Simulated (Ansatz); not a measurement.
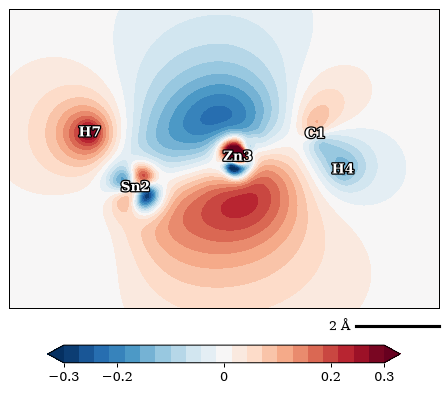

CH₆SnZn (SMILES [CH3][Zn][SnH3]). The LUMO on the plane of atoms Zn3, Sn2 and H7 (values in Å⁻³ᐟ²; the overall sign is arbitrary).

Geometry: PBE0-D3(BJ)/def2-SVP; core potentials replace the inner electrons of Sn.

These are results of isolated molecule in a Gaussian basis; Kohn-Sham density functional theory, functional PBE0 in Ansatz, not measurements.

```xyz
9

C     0.2273   -1.0019   -1.5341
Sn    0.8341    2.6468    1.0869
Zn    0.4905    0.5703   -0.4026
H    -0.4666   -0.7842   -2.3623
H    -0.1923   -1.8423   -0.9575
H     1.1793   -1.3399   -1.9747
H     1.7122    2.3110    2.5295
H     1.7044    3.9077    0.3009
H    -0.6451    3.3611    1.6038
```

> Describe this orbital and give its energy.

By Hirshfeld shares it lies mainly on Zn3 (about 55 %) and Sn2 (about 25 %). It is one of a degenerate set, so its orientation is arbitrary. Its energy is −0.97 eV.
